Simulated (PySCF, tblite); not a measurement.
# Si₁₄H₁₄O₂₁: electronic excitations, NMR shifts

Aim: compute the electronic excitations, NMR shifts of Si₁₄H₁₄O₂₁.

Programs: tblite 0.8.0 and PySCF 2.14.0, with routines of our own; each step states its level. All values are computed. Atoms count from 0.

## Step 1: The system as given

49 atoms, charge 0, multiplicity 1; geometry from: force field, distance geometry or constructed start.

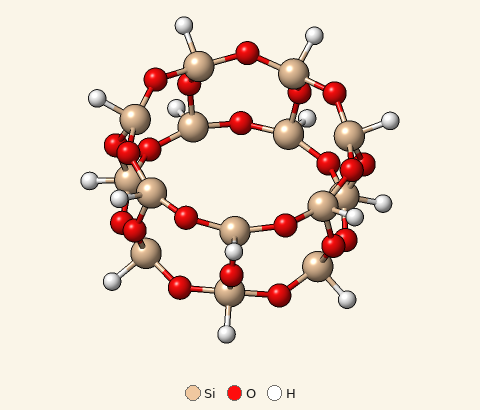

The starting geometry (silicon light orange, oxygen red, hydrogen white).

## Step 2: Geometry optimisation with GFN2-xTB

What the job is given:

```
{"job": {"kind": "relax", "xc": "GFN2-xTB", "basis": "xTB"}, "charge": 0, "multiplicity": 1}
Si     3.577300    -0.001800     1.548400
Si     2.224100     2.795600     1.543100
Si    -0.789700     3.480500     1.551000
Si    -3.219300     1.554400     1.543800
Si    -3.219600    -1.551200     1.553400
Si    -0.798200    -3.483300     1.547400
Si     2.227400    -2.791300     1.546700
Si     3.575800     0.002700    -1.548500
Si     2.230000     2.790900    -1.550400
Si    -0.797700     3.482000    -1.548400
Si    -3.220700     1.548800    -1.552100
Si    -3.221100    -1.552000    -1.550000
Si    -0.798300    -3.482100    -1.545000
Si     2.229500    -2.793600    -1.552700
O      3.356900     1.622700     1.795600
O      0.827700     3.635400     1.801700
O     -2.324100     2.916800     1.796300
O     -3.729400    -0.003400     1.794400
O     -2.325100    -2.913100     1.797900
O      3.361900    -1.616700     1.798100
O      0.827300    -3.631000     1.796900
O      4.137200     0.001500    -0.000200
O      2.583400     3.239900     0.006600
O      3.354900     1.613300    -1.796900
O     -0.920300     4.036900     0.000900
O      0.823500     3.633900    -1.792900
O     -3.727600     1.797700    -0.000700
O     -2.325100     2.915500    -1.794200
O     -3.727700    -1.795000    -0.002000
O     -3.727200     0.000400    -1.792000
O     -0.917200    -4.033700    -0.001100
O     -2.326400    -2.913600    -1.795200
O      2.579000    -3.235200    -0.001900
O      3.361200    -1.618900    -1.791700
O      0.830800    -3.633000    -1.798700
H      4.893900     0.002200     2.120300
H      3.050200     3.825900     2.119100
H     -1.088000     4.773200     2.120600
H     -4.407700     2.119300     2.123100
H     -4.413600    -2.119800     2.124400
H     -1.089000    -4.773000     2.127000
H      3.056900    -3.831400     2.126900
H      4.898300     0.001000    -2.126800
H      3.053600     3.825300    -2.125000
H     -1.092600     4.772400    -2.120800
H     -4.410700     2.124800    -2.126600
H     -4.406400    -2.123100    -2.123800
H     -1.089200    -4.768100    -2.120900
H      3.052600    -3.825400    -2.123000
```

Started as:

```
$ OMP_NUM_THREADS=4 python large_run.py task.json out
```

The driver reads the jobs from task.json and runs them one after another.

What it wrote:

```text
step      E/eV     max force
  0   -3226.44671    4.393
  1   -3231.81926    2.951
  2   -3237.41727    2.374
  3   -3240.13909    2.292
  4   -3242.26274    1.579
  5   -3242.82960    0.817
  6   -3243.26304    0.835
  7   -3243.66281    1.005
  8   -3244.19203    0.986
  9   -3244.64530    0.821
 10   -3244.93995    0.720
 11   -3245.11060    0.521
 12   -3245.43532    0.605
 13   -3245.56567    0.276
 14   -3245.58680    0.084
 15   -3245.58868    0.058
 16   -3245.59000    0.056
 17   -3245.59297    0.074
 18   -3245.59665    0.092
 19   -3245.59973    0.072
 20   -3245.60086    0.032
 21   -3245.60106    0.015
```

Run time: 1.9 s. Hardware: 4 threads of Arm Neoverse V1, shared host; peak memory 0.16 GiB.

The steps of the relaxation:

```tsv
step	energy from step 0 (eV)	largest force (eV/Å)
0	0.0000	4.3935
1	-5.3726	2.9509
2	-10.9706	2.3738
3	-13.6924	2.2921
4	-15.8160	1.5789
5	-16.3829	0.8168
6	-16.8163	0.8349
7	-17.2161	1.0056
8	-17.7453	0.9866
9	-18.1986	0.8218
10	-18.4932	0.7198
11	-18.6639	0.5214
12	-18.9886	0.6051
13	-19.1190	0.2764
14	-19.1401	0.0838
15	-19.1420	0.0580
16	-19.1433	0.0560
17	-19.1463	0.0745
18	-19.1499	0.0913
19	-19.1530	0.0723
20	-19.1541	0.0326
21	-19.1543	0.0156
```

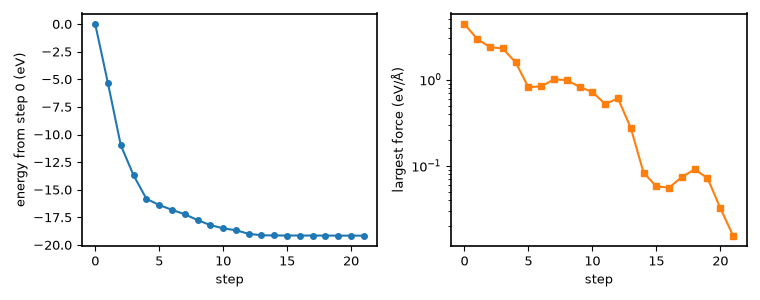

Energy and force, step by step.

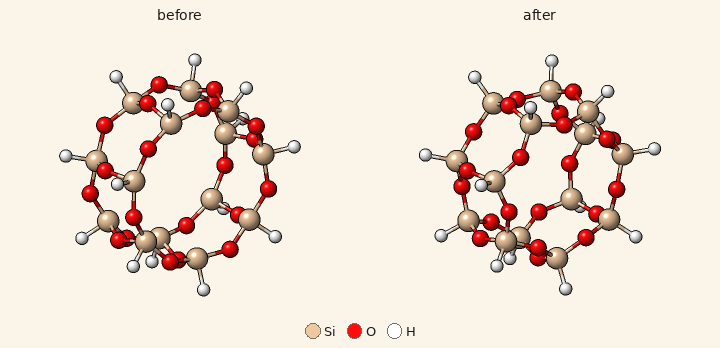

The geometry before (left) and after (right).

Close pairs (by a distance rule), those that changed most:

```tsv
bond	before (Å)	after (Å)	change (Å)
Si3–O17	1.658	1.609	-0.050
Si0–O14	1.658	1.608	-0.049
Si8–O25	1.658	1.609	-0.049
Si12–O34	1.656	1.608	-0.047
Si7–O33	1.654	1.608	-0.045
Si8–O22	1.659	1.613	-0.045
Si2–O16	1.653	1.609	-0.044
Si6–O19	1.652	1.609	-0.044
```

The end geometry stands in the next job.

## Step 3: Electronic excitations: TDA wB97X-D/6-31G*

What the job is given:

```
{"job": {"kind": "uv", "basis": "6-31G*", "grid": 1, "kgrid": 0, "vcut": 1.5, "nstates": 6, "ntriplets": 2, "tda": true, "delta": ["ip_vertical"], "pop": true, "xc": "wB97X-D"}, "charge": 0, "multiplicity": 1}
Si     3.557598     0.001039     1.544055
Si     2.217514     2.781190     1.543841
Si    -0.791304     3.468050     1.544958
Si    -3.204826     1.543539     1.544121
Si    -3.204903    -1.543284     1.544399
Si    -0.791257    -3.466808     1.545006
Si     2.217839    -2.780093     1.544856
Si     3.557312     0.000778    -1.544730
Si     2.217295     2.780924    -1.544616
Si    -0.791713     3.468057    -1.544312
Si    -3.204995     1.543307    -1.544695
Si    -3.204614    -1.543355    -1.544261
Si    -0.791125    -3.466623    -1.543755
Si     2.217821    -2.780566    -1.544754
O      2.684217     1.293197     1.937164
O      0.663175     2.905031     1.937969
O     -1.857818     2.329860     1.938131
O     -2.978884     0.000096     1.937267
O     -1.858028    -2.329181     1.938614
O      2.685311    -1.291829     1.938084
O      0.662810    -2.902514     1.938625
O      4.024240     0.000504    -0.000399
O      2.508134     3.146708    -0.000425
O      2.683562     1.292643    -1.938172
O     -0.895370     3.922643     0.000333
O      0.662536     2.904375    -1.938176
O     -3.625790     1.747036    -0.000305
O     -1.858044     2.329775    -1.937947
O     -3.624802    -1.745879    -0.000018
O     -2.980219    -0.000119    -1.937470
O     -0.894592    -3.921637     0.000549
O     -1.857514    -2.328919    -1.937124
O      2.508349    -3.145324     0.000069
O      2.685898    -1.292735    -1.937866
O      0.662958    -2.903465    -1.938199
H      4.795044     0.001524     2.298711
H      2.988977     3.748358     2.298154
H     -1.066825     4.674611     2.299184
H     -4.319920     2.080205     2.299322
H     -4.320181    -2.079035     2.299298
H     -1.065733    -4.673372     2.299683
H      2.989420    -3.748151     2.299649
H      4.794382     0.001100    -2.299651
H      2.988722     3.748189    -2.299689
H     -1.067360     4.674671    -2.298942
H     -4.319944     2.080399    -2.299021
H     -4.318745    -2.080312    -2.299082
H     -1.066522    -4.673091    -2.297713
H      2.989444    -3.748755    -2.298635
```

With the program's defaults for keys left out, this is: TDA wB97X-D/6-31G*, vertical, gas phase, core orbitals frozen in the response, virtual orbitals cut by energy.

What it wrote:

```text
start: PBE on a coarse grid of 51119 points
cycle   1  E = -5637.4504709127  dE =  9.195e+00  |g| = 3.386e+00  |ddm| = 8.386e+00
cycle   2  E = -5631.8847144920  dE =  5.566e+00  |g| = 6.266e+00  |ddm| = 7.235e+00
cycle   3  E = -5639.4958053989  dE = -7.611e+00  |g| = 4.109e-01  |ddm| = 5.409e+00
cycle   4  E = -5639.5156402730  dE = -1.983e-02  |g| = 3.562e-01  |ddm| = 7.298e-01
cycle   5  E = -5639.5386044117  dE = -2.296e-02  |g| = 9.022e-02  |ddm| = 2.858e-01
cycle   6  E = -5639.5405589137  dE = -1.955e-03  |g| = 9.582e-03  |ddm| = 1.066e-01
cycle   7  E = -5639.5405810247  dE = -2.211e-05  |g| = 1.378e-03  |ddm| = 1.063e-02
final grid: 212520 points
cycle   8  E = -5642.2144105078  dE = -3.261e-02  |g| = 1.645e-01  |ddm| = 5.954e-01
cycle   9  E = -5642.2154100690  dE = -9.996e-04  |g| = 1.493e-01  |ddm| = 1.936e-01
cycle  10  E = -5642.2194595772  dE = -4.050e-03  |g| = 1.682e-02  |ddm| = 1.009e-01
cycle  11  E = -5642.2195266981  dE = -6.712e-05  |g| = 4.784e-03  |ddm| = 2.399e-02
cycle  12  E = -5642.2195329857  dE = -6.288e-06  |g| = 1.259e-03  |ddm| = 4.023e-03
cycle  13  E = -5642.2195293588  dE =  3.627e-06  |g| = 2.269e-04  |ddm| = 1.227e-03
cycle  14  E = -5642.2195320892  dE = -2.730e-06  |g| = 2.889e-05  |ddm| = 5.070e-04
converged SCF energy = -5642.2195320892
Vertical ionisation energy (delta-SCF) = 11.3114 eV   <S^2> = 0.752

Static polarisability (au): isotropic 257.599, principal 238.658 267.042 267.097

Singlet excitations
state   eV       nm        f      main configurations
  1   9.4579    131.1   0.00000   H-2->L 0.58
  2   9.4587    131.1   0.00000   H-3->L 0.58
  3   9.6621    128.3   0.00000   H->L 0.39, H-1->L 0.11, H-2->L+1 0.10
  4   9.6638    128.3   0.00000   H-1->L 0.39, H->L 0.11, H-3->L+1 0.10
  5   9.8172    126.3   0.00002   H-4->L 0.46
  6   9.8176    126.3   0.00001   H-5->L 0.46

Triplet excitations (Tamm-Dancoff, eV): 9.2009 9.2014
```

It took 6.6 min on 4 threads of Arm Neoverse V1, shared host; peak memory 3.3 GiB.

The orbitals next to the gap, with their largest atomic shares:

```tsv
orbital	eV	atoms
HOMO−4	-11.32	O33 6 %, O19 6 %, O31 5 %
HOMO−3	-11.29	O32 8 %, O19 8 %, O33 8 %
HOMO−2	-11.29	O27 8 %, O16 8 %, O26 8 %
HOMO−1	-11.27	O14 5 %, O23 5 %, O16 5 %
HOMO	-11.27	O15 5 %, O25 5 %, O19 5 %
LUMO	2.25	Si3 5 %, Si10 5 %, Si7 5 %
LUMO+1	3.05	Si7 7 %, Si0 7 %, Si11 6 %
LUMO+2	3.05	Si9 7 %, Si2 7 %, Si12 6 %
LUMO+3	3.44	Si5 10 %, Si12 10 %, Si0 9 %
```

Further results of this job:

```tsv
property	computed
dipole moment (D)	0.01
polarisability (Å³)	38.17
HOMO–LUMO gap (eV)	13.52
−ε(HOMO) (eV)	11.27
```

## Step 4: NMR shifts: GIAO KT3/pcSseg-1

Settings changed since step 3:

```diff
@@ -1,2 +1,2 @@
-{"job": {"kind": "uv", "basis": "6-31G*", "grid": 1, "kgrid": 0, "vcut": 1.5, "nstates": 6, "ntriplets": 2, "tda": true, "delta": ["ip_vertical"], "pop": true, "xc": "wB97X-D"}, "charge": 0, "multiplicity": 1}
+{"job": {"kind": "nmr", "xc": "KT3", "basis": "pcSseg-1", "pop": false}, "charge": 0, "multiplicity": 1}
 Si     3.557598     0.001039     1.544055
```

With the program's defaults for keys left out, this is: GIAO KT3/pcSseg-1 NMR shielding, non-relativistic, gas phase.

What it wrote:

```text
start: PBE on a coarse grid of 51119 points
cycle   1  E = -5636.4086052412  dE =  9.063e+00  |g| = 3.624e+00  |ddm| = 8.240e+00
cycle   2  E = -5630.4757278546  dE =  5.933e+00  |g| = 6.630e+00  |ddm| = 7.340e+00
cycle   3  E = -5638.5145371294  dE = -8.039e+00  |g| = 4.768e-01  |ddm| = 5.762e+00
cycle   4  E = -5638.5418053617  dE = -2.727e-02  |g| = 3.926e-01  |ddm| = 7.620e-01
cycle   5  E = -5638.5676739363  dE = -2.587e-02  |g| = 1.032e-01  |ddm| = 2.800e-01
cycle   6  E = -5638.5699385227  dE = -2.265e-03  |g| = 1.181e-02  |ddm| = 1.136e-01
cycle   7  E = -5638.5699635687  dE = -2.505e-05  |g| = 1.745e-03  |ddm| = 1.180e-02
final grid: 427490 points
cycle   8  E = -5695.5671018146  dE = -9.477e-02  |g| = 6.452e-01  |ddm| = 9.854e-01
cycle   9  E = -5695.4933855151  dE =  7.372e-02  |g| = 8.364e-01  |ddm| = 9.344e-01
cycle  10  E = -5695.6105589624  dE = -1.172e-01  |g| = 1.835e-01  |ddm| = 7.001e-01
cycle  11  E = -5695.6156082362  dE = -5.049e-03  |g| = 2.595e-02  |ddm| = 1.231e-01
cycle  12  E = -5695.6157289361  dE = -1.207e-04  |g| = 3.482e-03  |ddm| = 1.904e-02
cycle  13  E = -5695.6157312592  dE = -2.323e-06  |g| = 6.998e-04  |ddm| = 5.019e-03
cycle  14  E = -5695.6157340162  dE = -2.757e-06  |g| = 1.806e-04  |ddm| = 1.328e-03
cycle  15  E = -5695.6157335435  dE =  4.728e-07  |g| = 5.050e-05  |ddm| = 1.876e-04
converged SCF energy = -5695.6157335435

GIAO shielding tensors (ppm)
atom      isotropic    diamagn.    paramagn.     s11        s22        s33       span
  0 Si     454.832     894.866    -440.034    450.762    455.325    458.408      7.645
  1 Si     454.828     894.849    -440.021    450.757    455.282    458.444      7.687
  2 Si     454.846     894.866    -440.020    450.710    455.376    458.452      7.742
  3 Si     454.835     894.833    -439.998    450.810    455.282    458.413      7.603
  4 Si     454.846     894.849    -440.003    450.796    455.331    458.411      7.615
  5 Si     454.815     894.870    -440.055    450.733    455.306    458.405      7.672
  6 Si     454.827     894.837    -440.009    450.741    455.323    458.419      7.678
  7 Si     454.844     894.865    -440.020    450.778    455.339    458.416      7.637
  8 Si     454.804     894.846    -440.042    450.756    455.257    458.400      7.644
  9 Si     454.843     894.865    -440.022    450.779    455.337    458.413      7.634
 10 Si     454.853     894.832    -439.979    450.756    455.331    458.473      7.717
 11 Si     454.878     894.856    -439.978    450.815    455.371    458.446      7.631
 12 Si     454.845     894.874    -440.029    450.768    455.296    458.472      7.704
 13 Si     454.853     894.838    -439.984    450.720    455.371    458.469      7.749
 14 O      216.264     412.928    -196.664    177.817    200.791    270.185     92.368
 15 O      216.290     412.926    -196.637    177.809    200.826    270.234     92.425
 16 O      216.252     412.941    -196.689    177.749    200.803    270.205     92.456
 17 O      216.193     412.934    -196.741    177.763    200.708    270.107     92.344
 18 O      216.285     412.926    -196.641    177.787    200.825    270.244     92.457
 19 O      216.230     412.938    -196.708    177.754    200.743    270.194     92.440
 20 O      216.183     412.958    -196.775    177.726    200.731    270.093     92.367
 21 O      213.413     414.082    -200.669    168.366    198.142    273.731    105.365
 22 O      213.417     414.085    -200.669    168.334    198.162    273.755    105.421
 23 O      216.235     412.936    -196.702    177.777    200.765    270.161     92.384
 24 O      213.451     414.081    -200.630    168.364    198.226    273.763    105.399
 25 O      216.225     412.945    -196.721    177.763    200.755    270.156     92.393
 26 O      213.335     414.077    -200.741    168.255    198.061    273.691    105.436
 27 O      216.258     412.942    -196.684    177.757    200.810    270.205     92.448
 28 O      213.492     414.084    -200.592    168.458    198.206    273.811    105.353
 29 O      216.311     412.905    -196.594    177.845    200.809    270.279     92.434
 30 O      213.469     414.084    -200.616    168.385    198.248    273.772    105.387
 31 O      216.331     412.923    -196.591    177.854    200.887    270.253     92.399
 32 O      213.369     414.086    -200.717    168.268    198.114    273.725    105.457
 33 O      216.294     412.919    -196.624    177.810    200.802    270.272     92.462
 34 O      216.257     412.944    -196.686    177.781    200.792    270.200     92.419
 35 H       27.239      28.399      -1.160     22.958     23.889     34.871     11.913
 36 H       27.246      28.410      -1.164     22.963     23.896     34.879     11.916
 37 H       27.240      28.401      -1.162     22.957     23.890     34.872     11.915
 38 H       27.234      28.396      -1.162     22.953     23.885     34.863     11.910
 39 H       27.239      28.403      -1.164     22.956     23.890     34.871     11.916
 40 H       27.239      28.407      -1.167     22.956     23.891     34.871     11.915
 41 H       27.231      28.392      -1.161     22.950     23.882     34.860     11.910
 42 H       27.242      28.402      -1.160     22.959     23.893     34.875     11.916
 43 H       27.239      28.403      -1.164     22.957     23.890     34.870     11.913
 44 H       27.236      28.397      -1.161     22.954     23.886     34.866     11.912
 45 H       27.240      28.400      -1.160     22.959     23.890     34.872     11.913
 46 H       27.247      28.413      -1.166     22.961     23.898     34.881     11.920
 47 H       27.244      28.414      -1.169     22.962     23.894     34.876     11.914
 48 H       27.237      28.395      -1.159     22.956     23.886     34.868     11.912
```

Run time: 39 s. Hardware: 4 threads of Arm Neoverse V1, shared host; peak memory 2.3 GiB.

The references, computed at this level on geometries of the same kind, shield at (ppm): ¹H TMS 31.76, ²⁹Si TMS 361.7, ¹⁷O H2O 330.8. Their shielding less the atom's gives the shift. The references are single molecules in the gas phase, so shifts against H2O, NH3, PH3, H3PO4 or CFCl3 are not on the usual liquid scales and can be off by tens of ppm. Atoms listed in one row are averaged.

```tsv
atoms	environment	σ (ppm)	δ (ppm)
H35, H36, H37, H38, H39 and 9 more	hydrogen on a silicon bonded to 3 O	27.24	4.52
Si0, Si1, Si2, Si3, Si4 and 9 more	silicon bonded to 3 O, H	454.8	-93.2
O21, O22, O24, O26, O28 and 2 more	oxygen bonded to 2 Si	213.4	117.4
O14, O15, O16, O17, O18 and 9 more	oxygen bonded to 2 Si	216.3	114.5
```

Ring of atoms Si0, Si1, Si7, Si8, O14, O21, O22, O23: NICS(0) -0.4, NICS(1) -0.1, NICS(1)zz 4.7 ppm (means of both faces).

## Step 5: Results

| quantity | value |
| --- | --- |
| lowest singlet (wB97X-D/6-31G*) | 9.46 eV (131 nm), f = 0.000 |
| brightest single state of those computed | state 5, 9.82 eV, f = 0.000 |
| lowest triplet | 9.20 eV |
| vertical ionisation energy (ΔSCF) | 11.31 eV |
| ¹H shifts against TMS (KT3/pcSseg-1, means over atoms taken as alike) | 4.52 ppm |
| ²⁹Si shifts against TMS (KT3/pcSseg-1, means over atoms taken as alike) | -93.2 ppm |
| ¹⁷O shifts against H2O (KT3/pcSseg-1, means over atoms taken as alike) | 117.4, 114.5 ppm |

**Reading.** The first singlet state (HOMO−2→LUMO 0.58) lies at 9.46 eV and is dark. The lowest triplet lies 0.26 eV below the lowest singlet. The basis of wB97X-D/6-31G* has no diffuse functions, so Rydberg states are missing and the high states are unreliable. ΔSCF puts the ionisation energy at 11.31 eV, 0.04 eV above −ε(HOMO). At KT3/pcSseg-1: The largest span, 105 ppm, is at O21, O22, O24, O26, O28 and 2 more, where the paramagnetic term is -201 ppm.
